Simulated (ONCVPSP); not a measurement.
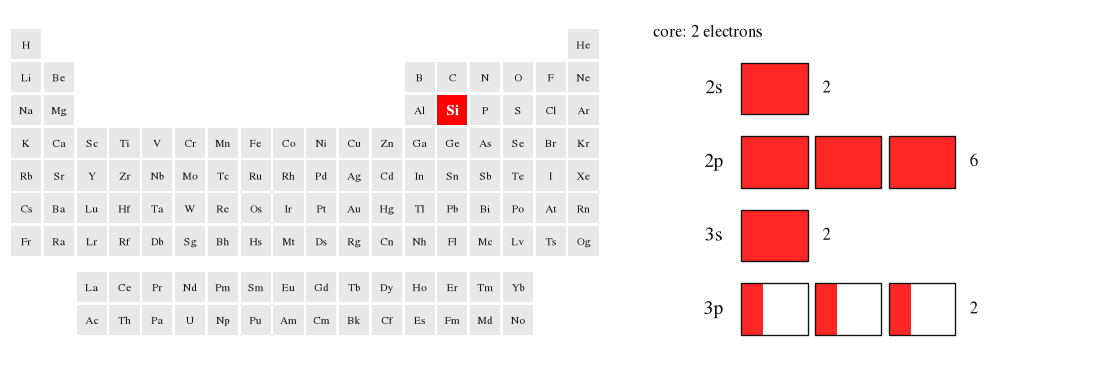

**Figure 1.** Left, the place of silicon in the periodic table; right, the valence shells of the reference configuration: a box for each of the 2l + 1 orbitals, shaded by the share of the shell that is filled, with the electron count at the right. The shells are those of the unaltered input.

**Pseudopotential generation for Si**

- system: silicon (Si, Z = 14), core [He], reference valence 2s2 2p6 3s2 3p2, valence charge 12. (This line and the method describe the unaltered input from which the odd one was made.)
- method: ONCV potential, LDA (Perdew-Wang 92), non-relativistic, made with ONCVPSP 4.0.1

### Input
```
# ATOM AND REFERENCE CONFIGURATION
# atsym  z   nc   nv     iexc    psfile
  Si 14.00    1    4  -001012      upf
#
#   n    l    f
    1    0    2.00
    2    0    2.00
    2    1    6.00
    3    0    2.00
    3    1    2.00
#
# PSEUDOPOTENTIAL AND OPTIMIZATION
# lmax
    2
#
#   l,   rc,      ep,       ncon, nbas, qcut
    0    0.90    0.00    3    6   18.00
    1    0.80    0.00    3    6   20.90
    2    0.90    0.38    4    8   12.60
#
# LOCAL POTENTIAL
# lloc, lpopt,  rc(5),   dvloc0
    4    5    0.75    2.00
#
# VANDERBILT-KLEINMAN-BYLANDER PROJECTORs
# l, nproj, debl
    0    2    0.40
    1    2    3.60
    2    3    1.50
#
# MODEL CORE CHARGE
# icmod, fcfact, rcfact
    0    0.00    0.00
#
# LOG DERIVATIVE ANALYSIS
# epsh1, epsh2, depsh
   -7.00    5.00    0.04
#
# OUTPUT GRID
# rlmax, drl
    6.00    0.01
#
# TEST CONFIGURATIONS
# ncnf
    4
# nvcnf
#   n    l    f
    4
    2    0    2.00
    2    1    6.00
    3    0    2.00
    3    1    1.00
#
    4
    2    0    2.00
    2    1    6.00
    3    0    2.00
    3    1    0.00
#
    4
    2    0    2.00
    2    1    6.00
    3    0    1.00
    3    1    0.00
#
    4
    2    0    2.00
    2    1    6.00
    3    0    2.00
    3    1    1.50
#
```

The log's header says scalar-relativistic, as this program prints it for non-relativistic runs too.

Launched with:
```bash
oncvpspnr.x < Si.dat > Si.out
```

### Log (extracts)
```
ONCVPSP  (Optimized Norm-Conservinng Vanderbilt PSeudopotential)
scalar-relativistic version 4.0.1

#   n    l    f        energy (Ha)
    1    0    2.00    -6.5184216E+01
    2    0    2.00    -5.0748090E+00
    2    1    6.00    -3.5147007E+00
    3    0    2.00    -3.9811698E-01
    3    1    2.00    -1.5331002E-01

Reference configufation results
  iterations    24
  all-electron total energy (Ha)   -2.88193532D+02

Begin loop to  construct optimized pseudo wave functions
and semi-local pseudopoentials for all angular momenta

Calculating optimized projector #   1

 for l=   0

    Fraction of norm inside rc  0.900765
    Optimizing pswf for qcut=  18.01 a_B^-1,  ecut= 162.26 Ha
    Residual kinetic energy error=  1.43D-08 Ha

    Energy error per electron        Cutoff
         Ha          eV             Ha
         0.01000     0.27211       44.52
         0.00100     0.02721       70.87
         0.00010     0.00272       88.46
         0.00001     0.00027      101.71

Calculating optimized projector #   2

 for l=   0

    Fraction of norm inside rc  0.040242
    Optimizing pswf for qcut=  18.01 a_B^-1,  ecut= 162.26 Ha
    Residual kinetic energy error=  4.29D-10 Ha

    Energy error per electron        Cutoff
         Ha          eV             Ha
         0.01000     0.27211       17.43
         0.00100     0.02721       57.79
         0.00010     0.00272       83.67
         0.00001     0.00027      103.73

Calculating optimized projector #   1

 for l=   1

    Fraction of norm inside rc  0.844169
    Optimizing pswf for qcut=  20.88 a_B^-1,  ecut= 217.95 Ha
    Residual kinetic energy error=  1.27D-07 Ha

    Energy error per electron        Cutoff
         Ha          eV             Ha
         0.01000     0.27211      107.08
         0.00100     0.02721      130.35
         0.00010     0.00272      149.39
         0.00001     0.00027      164.15

Calculating optimized projector #   2

 for l=   1

    Fraction of norm inside rc  0.023535
    Optimizing pswf for qcut=  20.88 a_B^-1,  ecut= 217.95 Ha
    Residual kinetic energy error=  1.40D-09 Ha

    Energy error per electron        Cutoff
         Ha          eV             Ha
         0.01000     0.27211       76.58
         0.00100     0.02721      108.44
         0.00010     0.00272      135.77
         0.00001     0.00027      158.60

   Wellstate for l =  2  n =  3
     eigenvalue =   0.3800
     asymptotic potential =   0.8800
     half-point radius =  3.7795

   Wellstate for l =  2  n =  4
     eigenvalue =   1.8800
     asymptotic potential =   2.3800
     half-point radius =  2.9598

   Wellstate for l =  2  n =  5
     eigenvalue =   3.3800
     asymptotic potential =   3.8800
     half-point radius =  3.1138

Calculating optimized projector #   1

 for l=   2

    Fraction of norm inside rc  0.019937
    Optimizing pswf for qcut=  12.60 a_B^-1,  ecut=  79.33 Ha
    Residual kinetic energy error=  2.39D-06 Ha

    Energy error per electron        Cutoff
         Ha          eV             Ha
         0.01000     0.27211       15.66
         0.00100     0.02721       35.25
         0.00010     0.00272       54.62
         0.00001     0.00027       69.96

Calculating optimized projector #   2

 for l=   2

    Fraction of norm inside rc  0.061958
    Optimizing pswf for qcut=  12.60 a_B^-1,  ecut=  79.33 Ha
    Residual kinetic energy error=  1.27D-05 Ha

    Energy error per electron        Cutoff
         Ha          eV             Ha
         0.01000     0.27211       28.97
         0.00100     0.02721       49.74
         0.00010     0.00272       66.96
         0.00001     0.00027       81.17

Calculating optimized projector #   3

 for l=   2

    Fraction of norm inside rc  0.064793
    Optimizing pswf for qcut=  12.60 a_B^-1,  ecut=  79.33 Ha
    Residual kinetic energy error=  2.80D-05 Ha

    Energy error per electron        Cutoff
         Ha          eV             Ha
         0.01000     0.27211       33.77
         0.00100     0.02721       54.70
         0.00010     0.00272       71.63
         0.00001     0.00027       85.98

Construct Vanderbilt / Kleinmman-Bylander projectors

B matrix Hermiticity error, ll=   0
   1   2    6.2563E-09

  Orthonormal projector coefficients  1.0264E+01 -5.7904E-01

B matrix Hermiticity error, ll=   1
   1   2   -2.2228E-09

  Orthonormal projector coefficients -2.2575E+01 -6.1916E+00

B matrix Hermiticity error, ll=   2
   1   2   -7.9632E-10
   1   3    2.1617E-09
   2   3   -2.4470E-09

  Orthonormal projector coefficients -2.1789E+02 -6.7175E+00 -1.4392E+00

Pseudoatom total energy -100.838401

Diagnostic tests using Vanderbilt-Kleinman-Bylander pseudopotentials
  1 or more projectors used as specified by nproj input data

   l    rcore       rmatch      e in        delta e   norm test  slope test

   0   0.9045223   0.9319856  -5.0748090  -0.0000032   0.9999994   0.9999989
   0   0.9045223   0.9319856  -0.3981170   0.0000002   1.0000012   1.0000000

   1   0.8025270   0.8268935  -3.5147007  -0.0000063   0.9999990   0.9999973
   1   0.8025270   0.8268935  -0.1533100   0.0000000   1.0000012   1.0000001

   2   0.9045223   0.9319856   0.3800000  -0.0000001   1.0000000   1.0000000
   2   0.9045223   0.9319856   1.8800000  -0.0000000   1.0000000   1.0000000
   2   0.9045223   0.9319856   3.3800000  -0.0000000   1.0000000   1.0000000

 Testing for bound ghosts
   n   l    E NL Schr. Eq   E Basis Diag.   E Cutoff

   1   0       -5.074812       -5.074755    155.77
   2   0       -0.398117       -0.015178    155.77

   2   1       -3.514707       -3.513767    240.34
   3   1       -0.153310        0.698175    240.34

 Testing for highly-localized positive-energy ghosts
       l    <radius>/rc     E Basis Diag.   E Cutoff

       2        0.450676       22.966632    537.97  WARNING - GHOST(+)

Test configuration 0

   n   l     f        eae           eps        diff
   1   0  2.0000  -65.18421559
   2   0  2.0000   -5.07480900   -5.07481225   -3.25D-06
   2   1  6.0000   -3.51470072   -3.51470704   -6.32D-06
   3   0  2.0000   -0.39811698   -0.39811677    2.07D-07
   3   1  2.0000   -0.15331002   -0.15330997    4.83D-08

    Total energies and differences
      AE_ref= -2.88193532D+02  AE_tst= -2.88193532D+02  dif=  0.00D+00
      PS_ref= -1.00838401D+02  PS_tst= -1.00838401D+02  dif=  7.11D-14
      PSP excitation error= -7.11D-14

Test configuration 1

   n   l     f        eae           eps        diff
   1   0  2.0000  -65.54061980
   2   0  2.0000   -5.42414283   -5.42416333   -2.05D-05
   2   1  6.0000   -3.86466566   -3.86422162    4.44D-04
   3   0  2.0000   -0.70014411   -0.70015088   -6.78D-06
   3   1  1.0000   -0.43209610   -0.43207586    2.02D-05

    Total energies and differences
      AE_ref= -2.88193532D+02  AE_tst= -2.87905655D+02  dif=  2.88D-01
      PS_ref= -1.00838401D+02  PS_tst= -1.00550531D+02  dif=  2.88D-01
      PSP excitation error=  7.18D-06

Test configuration 2

   n   l     f        eae           eps        diff
   1   0  2.0000  -65.99098926
   2   0  2.0000   -5.85864032   -5.85872933   -8.90D-05
   2   1  6.0000   -4.30044930   -4.29915344    1.30D-03
   3   0  2.0000   -1.05098743   -1.05099022   -2.79D-06

    Total energies and differences
      AE_ref= -2.88193532D+02  AE_tst= -2.87313260D+02  dif=  8.80D-01
      PS_ref= -1.00838401D+02  PS_tst= -9.99581877D+01  dif=  8.80D-01
      PSP excitation error=  5.85D-05

Test configuration 3

   n   l     f        eae           eps        diff
   1   0  2.0000  -66.56892506
   2   0  2.0000   -6.41145419   -6.41232544   -8.71D-04
   2   1  6.0000   -4.85429885   -4.85331687    9.82D-04
   3   0  1.0000   -1.45544239   -1.45551245   -7.01D-05

    Total energies and differences
      AE_ref= -2.88193532D+02  AE_tst= -2.86061301D+02  dif=  2.13D+00
      PS_ref= -1.00838401D+02  PS_tst= -9.87061965D+01  dif=  2.13D+00
      PSP excitation error=  2.67D-05

Test configuration 4

   n   l     f        eae           eps        diff
   1   0  2.0000  -65.34965306
   2   0  2.0000   -5.23768136   -5.23768654   -5.18D-06
   2   1  6.0000   -3.67781452   -3.67764055    1.74D-04
   3   0  2.0000   -0.54175708   -0.54176083   -3.76D-06
   3   1  1.5000   -0.28547579   -0.28547005    5.74D-06

    Total energies and differences
      AE_ref= -2.88193532D+02  AE_tst= -2.88084503D+02  dif=  1.09D-01
      PS_ref= -1.00838401D+02  PS_tst= -1.00729374D+02  dif=  1.09D-01
      PSP excitation error=  1.11D-06
```

### Outcome

```
                        quantity                      value
                         outcome                  generated
    ghost flags of the generator     0 GHOST(-), 1 GHOST(+)
largest excitation error printed                    1.6 meV
                        hardware  1 CPU thread, shared host
                       wall time                      3.3 s
```

### What is odd here

One thing in this input was made odd on purpose: qcut of l = 0 set to 18.00. The program ran to the end. The all-electron atom is untouched: its total energy equals that from the unaltered input (−288.1935 Ha). The pseudo-atom's total energy moves by +0.13 Ha, so the potential, or the configuration in which it is tested, is another one.
